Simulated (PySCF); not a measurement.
# C2HF3O2: the cost of one run

The runs use PySCF 2.14.0; levels as typed in each script, gas phase, geometry from GFN2-xTB.

**1. The starting structure**

SMILES `O=C=O.FC(F)F`, 8 atoms, charge 0, spin multiplicity 1.

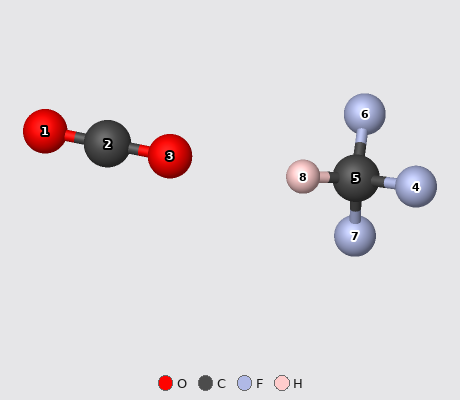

The structure; oxygen red, carbon dark grey, fluorine light blue, hydrogen pink; atoms are numbered from 1 in the order of the file.

Coordinates:

```
atom    x (Å)    y (Å)    z (Å)
  O1  -3.9681   0.0103  -0.1753
  C2  -2.8668  -0.0039   0.1233
  O3  -1.7613  -0.0178   0.4249
  F4   2.5793   0.1442   0.9284
  C5   1.5586  -0.0008   0.0891
  F6   1.5902   1.0034  -0.7817
  F7   1.7286  -1.1366  -0.5807
  H8   0.6013  -0.0111   0.6352
```

**2. Binding of the two fragments (B3LYP/6-311+g**)**

Input file input.py:

```python
import numpy as np
from pyscf import gto, scf, dft
from pyscf.scf import atom_ks, atom_hf
from scipy.linalg import block_diag
from pyscf.dispersion import dftd3

def solve(mol, dm0=None, hcore=None):
    mf = (dft.UKS if mol.spin else dft.RKS)(mol, xc='b3lyp')
    mf.grids.level = 3
    mf = mf.density_fit(auxbasis='def2-universal-jkfit')
    mf.conv_tol, mf.max_cycle = 1e-8, 80
    if hcore is not None:
        mf.get_hcore = lambda *args: hcore
    mf.kernel(dm0)
    if not mf.converged:
        mf = mf.newton().run(mf.mo_coeff, mf.mo_occ, max_cycle=30)
    assert mf.converged, 'SCF not converged'
    return mf

mol = gto.M(atom='''
O     -3.96806     0.01033    -0.17526
C     -2.86684    -0.00387     0.12332
O     -1.76133    -0.01780     0.42485
F      2.57932     0.14418     0.92836
C      1.55859    -0.00081     0.08905
F      1.59020     1.00344    -0.78169
F      1.72862    -1.13663    -0.58068
H      0.60133    -0.01111     0.63517
''', basis='6-311+g**', charge=0, spin=0, verbose=4)
mol_a = gto.M(atom='''
O     -3.96806     0.01033    -0.17526
C     -2.86684    -0.00387     0.12332
O     -1.76133    -0.01780     0.42485
ghost-F      2.57932     0.14418     0.92836
ghost-C      1.55859    -0.00081     0.08905
ghost-F      1.59020     1.00344    -0.78169
ghost-F      1.72862    -1.13663    -0.58068
ghost-H      0.60133    -0.01111     0.63517
''', basis='6-311+g**', charge=0, spin=0, verbose=4)
mol_b = gto.M(atom='''
ghost-O     -3.96806     0.01033    -0.17526
ghost-C     -2.86684    -0.00387     0.12332
ghost-O     -1.76133    -0.01780     0.42485
F      2.57932     0.14418     0.92836
C      1.55859    -0.00081     0.08905
F      1.59020     1.00344    -0.78169
F      1.72862    -1.13663    -0.58068
H      0.60133    -0.01111     0.63517
''', basis='6-311+g**', charge=0, spin=0, verbose=4)
ab, a, b = solve(mol), solve(mol_a), solve(mol_b)
e_int = ab.e_tot - a.e_tot - b.e_tot
print('counterpoise-corrected interaction energy / kcal/mol', e_int * 627.5095)
def disp(atoms, charge):
    m = gto.M(atom=atoms, charge=charge, basis='sto-3g', spin=None, unit='Bohr', verbose=0)
    return dftd3.DFTD3Dispersion(m, xc='b3lyp', version='d3bj').get_dispersion()['energy']
e_disp = disp(mol._atom, mol.charge) - disp(mol._atom[:3], mol_a.charge) - disp(mol._atom[3:], mol_b.charge)
print('D3(BJ) part / kcal/mol', e_disp * 627.5095)
# spherically averaged free atoms, for the promolecule
atm = atom_ks.get_atm_nrks(mol, xc='b3lyp')
pro = block_diag(*[(atm[a[0]][2] * atm[a[0]][3]) @ atm[a[0]][2].T for a in mol._atom])
np.savez('result.npz', e_int=e_int, e_disp=e_disp, dm_a=a.make_rdm1(), dm_b=b.make_rdm1(), c=ab.mo_coeff, occ=ab.mo_occ, eps=ab.mo_energy, pro=pro, d=[f.dip_moment(verbose=0) for f in (ab, a, b)])
```

The run is started by

```sh
OMP_NUM_THREADS=1 python input.py
```

What time and memory should one allow on 1 thread of Intel Xeon 6975P-C (Granite Rapids), shared host?

About 23 s, with a peak of 0.72 GiB.
